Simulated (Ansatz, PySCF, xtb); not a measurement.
Torsion H4–O1–Ge2–F3 in FGeHO (SMILES [OH][Ge][F]); at each angle all else is relaxed with GFN2-xTB, and the levels are single points there.
Geometry at 0° (charge 0, multiplicity 1):
```xyz
4

O     -0.943     0.216     0.211
Ge     0.635     0.887    -0.104
F      1.125    -0.321    -1.411
H     -1.340    -0.543    -0.214
```
Energies count from the point at 0°.

Frozen-core correlation. Filled d and f shells under p-block atoms count as core. CBS(a, b) extrapolates the correlation energy as X⁻³ and adds the Hartree–Fock energy of set b. Rows in 6-31G* carry no dispersion term and start afresh at each structure (6-31G* with six Cartesian d functions); the Pople sets are all-electron and without relativity.

Programs: Ansatz (Gaussian basis) for Hartree–Fock, density functionals and correlated methods; PySCF for 6-31G* rows; xtb for the GFN methods. 

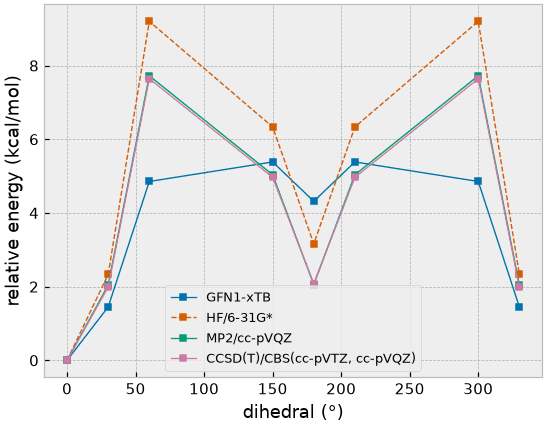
Figure: Relative energy along the coordinate

Task: Read off the GFN1-xTB curve at dihedral = 60.

Result: about 4.9 kcal/mol

Ansatz is a quantum-chemistry and plane-wave program.
